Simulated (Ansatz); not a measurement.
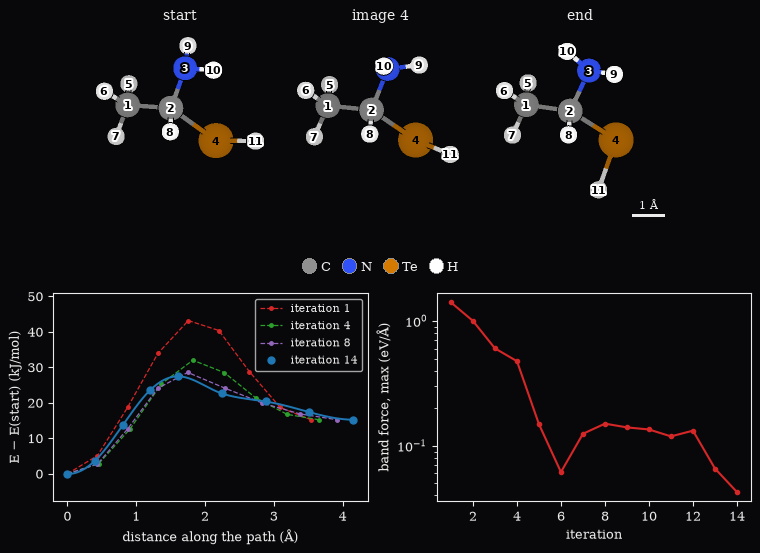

NEB run on C2H7NTe. Images are numbered from 0 (start) to 8 (end). The plot follows the band through its iterations. A ball-and-stick model, seen at a tilt.

Method: RKS B3LYP-D4/def2-SVP (Ansatz 0.2.0).

Input file:
```yaml
crystal:
  periodic: [false, false, false]
  atoms:
    - { symbol: C, position_ang: [-0.973998, 1.004149, 0.009979] }
    - { symbol: C, position_ang: [-0.045493, -0.164008, 0.294155] }
    - { symbol: "N", position_ang: [1.30649, 0.241582, 0.41955] }
    - { symbol: Te, position_ang: [-0.453457, -1.734455, -1.342354] }
    - { symbol: H, position_ang: [-0.729839, 1.487825, -0.950654] }
    - { symbol: H, position_ang: [-0.85711, 1.760137, 0.804088] }
    - { symbol: H, position_ang: [-2.025285, 0.683453, -0.024405] }
    - { symbol: H, position_ang: [-0.356682, -0.70464, 1.197453] }
    - { symbol: H, position_ang: [1.657796, 0.700431, -0.420512] }
    - { symbol: H, position_ang: [1.933515, -0.525194, 0.650533] }
    - { symbol: H, position_ang: [0.609464, -2.806177, -0.617233] }
basis:
  gaussian: { orbitals: def2-SVP }
hamiltonian:
  xc: b3lyp
  dispersion: d4
neb:
  order_check: false
  images: 7
  f_tol: 0.05
  max_iterations: 60
  initial_path: idpp
  final_atoms:
    - { symbol: C, position_ang: [-0.92940592, 0.77689674, 0.02505185] }
    - { symbol: C, position_ang: [0.1997002, -0.22867947, 0.16144775] }
    - { symbol: "N", position_ang: [1.48417003, 0.41766831, 0.03456697] }
    - { symbol: Te, position_ang: [0.15478348, -1.7480361, -1.47474944] }
    - { symbol: H, position_ang: [-0.84844937, 1.32866531, -0.92359341] }
    - { symbol: H, position_ang: [-0.88090148, 1.5081238, 0.85489603] }
    - { symbol: H, position_ang: [-1.9134741, 0.28938667, 0.06455149] }
    - { symbol: H, position_ang: [0.06570612, -0.8284257, 1.08049154] }
    - { symbol: H, position_ang: [2.24326254, -0.17832026, 0.36021373] }
    - { symbol: H, position_ang: [1.51059246, 1.28786619, 0.56773187] }
    - { symbol: H, position_ang: [-1.02058296, -2.68204249, -0.7300084] }
```

Launched with:
```bash
ansatz run input.yaml --threads 2 --pin off --max-ram 3072MiB --backend cpu --events-out ev --progress --plain --runs-dir out
```

> Judge this run.

The result is final at these settings. The band converged in 14 iterations. The largest component of the band force went from 1.4 to 0.043 eV/Å. The climbing image converged on the top of the path. Its vibrational analysis gives one imaginary mode (305i cm⁻¹), as a transition state must have. The first iteration put the highest image at 43.2 kJ/mol. Forward barrier 27.5 kJ/mol, backward barrier 12.2 kJ/mol, with image 4 at the top; the reaction energy is +15.2 kJ/mol.

The run took 3.6 min on 2 threads of Intel(R) Xeon(R) 6975P-C (Granite Rapids), with other jobs on the host, peak memory 0.27 GiB.
